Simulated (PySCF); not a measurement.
**What a change does: single-point calculation on HF**

System: HF.
Method of run 1: RHF-MP2, frozen core/def2-QZVPP, density fitting (PySCF 2.14.0).

The geometry comes from this level: PBE0-D4/def2-TZVP. Text and figures count atoms from 1; the logs count them from 0 in places.

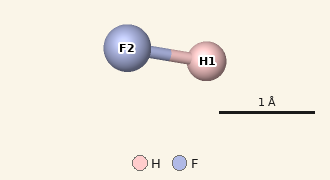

The input geometry (ball-and-stick view, seen at a tilt; atoms are numbered from 1 in the order of the input).

The input, run 1:
```python
import json, numpy as np
from pyscf import gto, scf, dft, mp, cc
EV, BOHR = 27.211386245988, 0.529177210903
mol = gto.M(atom="""
H -1.008568 1.166242 -1.323705
F -0.985188 2.063944 -1.524322
""", basis="def2-qzvpp", charge=0, spin=0, max_memory=8670, verbose=0)
def mean_field(mol, dm=None):
    mf = scf.RHF(mol).density_fit()
    mf.conv_tol = 1e-9
    mf.kernel(dm0=dm)
    if not mf.converged: mf = mf.newton().run(mf.mo_coeff, mf.mo_occ)
    assert mf.converged
    return mf
def d4(mol):
    return 0.0, np.zeros((2, 3))
def energy_and_gradient(mol, dm=None):
    mf = mean_field(mol, dm); e, g = d4(mol)
    return mf, (mf.e_tot + e) * EV, (mf.nuc_grad_method().kernel()[:2] + g) * EV / BOHR
out = {}
mf = mean_field(mol); frozen = 1
print(f"Hartree-Fock energy {mf.e_tot * EV:.6f} eV")
m2 = mp.MP2(mf, frozen=frozen or None).run()
out.update(reference=mf.e_tot * EV, same_spin=m2.e_corr_ss * EV, opposite_spin=m2.e_corr_os * EV, energy=m2.e_tot * EV, converged=True, frozen=frozen)
print(f"MP2 correlation {m2.e_corr * EV:.6f} eV")
out['s2'] = mf.spin_square()[0]; out['nelec'] = mol.nelec
print(f"Total energy {out['energy']:.6f} eV, <S^2> {out['s2']:.4f}")
json.dump(out, open("out.json", "w"), default=float)
```

Command:
```bash
OMP_NUM_THREADS=4 python run.py
```

Hardware: 4 threads of Arm Neoverse V1, 23 GiB of memory available, shared host.

Output (run 1):
```
Hartree-Fock energy -2723.044299 eV
MP2 correlation -8.102511 eV
Total energy -2731.146810 eV, <S^2> 0.0000
```

The input of run 2 differs as follows (lines with − go, lines with + come):
```diff
-H -1.008568 1.166242 -1.323705
-F -0.985188 2.063944 -1.524322
+H 0.031023 2.183361 -0.443666
+F -0.584737 2.355358 -1.105252
```

What does this change do to the results?

The energy is the same within 0.01 kcal/mol.

Output (run 2):
```
Hartree-Fock energy -2723.044480 eV
MP2 correlation -8.102348 eV
Total energy -2731.146829 eV, <S^2> 0.0000
```

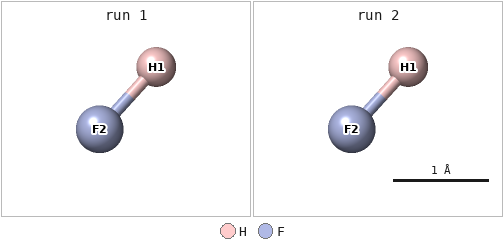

The two input geometries at one scale (ball-and-stick view, seen at an oblique angle). No atom moves by more than 0.005 Å after the best rigid fit.

The two runs side by side:

| quantity | run 1 | run 2 |
| --- | --- | --- |
| outcome | converged | converged |
| total energy (hartree) | −100.367794 | −100.367795 |
| wall time (shared host) | 0.8 s | 0.7 s |
